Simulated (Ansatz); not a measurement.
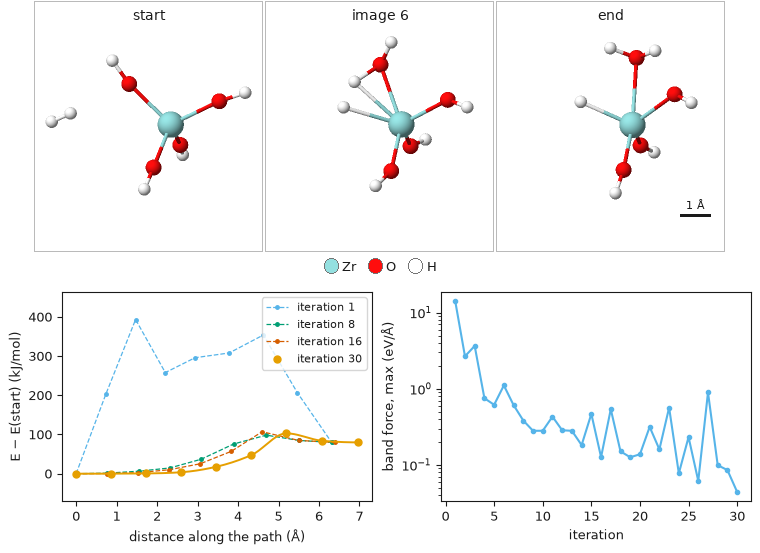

NEB run on ZrH6O4, made up at the start of ZrH₄O₄ and H₂. Images are numbered from 0 (start) to 8 (end). The plot follows the band through its iterations. A ball-and-stick model, seen at a tilt.

Method: RKS PBE-D4/def2-SVP in Ansatz. Run with 7 movable images; climbing image; force threshold 0.05 eV/Å; iteration limit 60; starting path through a guess of the saddle point.

Q: Did the band converge, and can the barrier be trusted?

A: The result is final at these settings. The band converged in 30 iterations. The largest component of the band force went from 14 to 0.044 eV/Å. The climbing image converged on the top of the path. Its vibrational analysis gives one imaginary mode (787i cm⁻¹), as a transition state must have. The first iteration put the highest image at 393.3 kJ/mol. The highest point, image 6, lies 102.9 kJ/mol above the start and 23.0 kJ/mol above the end; the end is at +79.9 kJ/mol relative to the start.

Limits of the set-up: the start holds two separate molecules, 2.4 Å apart at their closest, whose relative position is a soft coordinate.

Cost: 2.7 min on 4 threads of INTEL(R) XEON(R) PLATINUM 8581C CPU @ 2.30GHz (Emerald Rapids) (shared host), peak memory 0.2 GiB.
